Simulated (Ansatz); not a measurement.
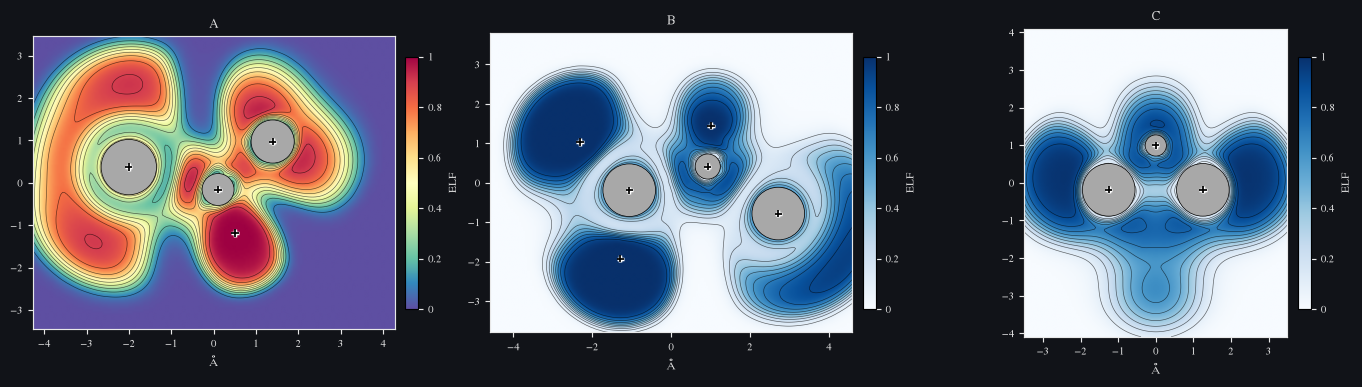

The ELF of 3 systems, each on a plane through atoms (crosses mark nuclei in the plane; grey discs cover the cores).

These are results of isolated molecule in a Gaussian basis; Kohn-Sham density functional theory, functional PBE0 (Ansatz 0.2.0), not measurements.

System 1: CHClSn (SMILES Cl[CH]=[Sn]) (triplet), the molecular plane. Geometry: PBE0-D3(BJ)/def2-SVP; core potentials replace the inner electrons of Sn.

```
atom   x (Å)   y (Å)    z (Å)
   C  1.7468  1.3947   0.3898
  Cl  0.2093  1.0338  -0.2794
  Sn  3.2906  2.5450  -0.6164
   H  1.8299  0.9585   1.3968
```

System 2: OSi$_{3}$ (SMILES O1[Si]2=[Si]=[Si]12) (triplet), the plane of atoms O1, Si4 and Si2. Geometry: PBE0-D3(BJ)/def2-SVP.

```json
{"atom": "O", "x (Å)": "1.2529", "y (Å)": "-1.8248", "z (Å)": "0.1270"}
{"atom": "Si", "x (Å)": "1.5687", "y (Å)": "-2.9424", "z (Å)": "-1.1400"}
{"atom": "Si", "x (Å)": "-0.6007", "y (Å)": "-2.8148", "z (Å)": "-2.0997"}
{"atom": "Si", "x (Å)": "0.0893", "y (Å)": "-0.9555", "z (Å)": "-0.7917"}
```

System 3: H$_{3}$In$_{2}$N (SMILES [In][NH][InH2]), the molecular plane. Geometry: BLYP-D3(BJ)/def2-SVP; core potentials replace the inner electrons of In.

```xyz
6

In    0.9055    0.4334   -0.6838
In   -0.3728   -1.5710    2.3124
N    -0.5667   -0.3158    0.5783
H    -1.5100   -0.0090    0.2827
H     2.5308   -0.0436   -0.2482
H     0.4263    1.4425   -2.0287
```

Question: Which map belongs to which system?

Answer: Panel A is system 1, CHClSn: the plane holds C, Cl, Sn and H. C–Cl (1.72 Å): the ELF peaks at about 0.85 between the atoms, as expected for a shared electron pair. Panel B is system 3, H$_{3}$In$_{2}$N: the plane holds In, N and H. In–N (2.08 Å): the ELF peaks at about 0.85 in the valence shell of N, 0.6 Å from its nucleus, and drops to about 0.15 between the two atoms. Panel C is system 2, OSi$_{3}$: the plane holds O and Si. Si–O (1.72 Å): the ELF peaks at about 0.85 between the atoms; a shared but strongly polarised pair.
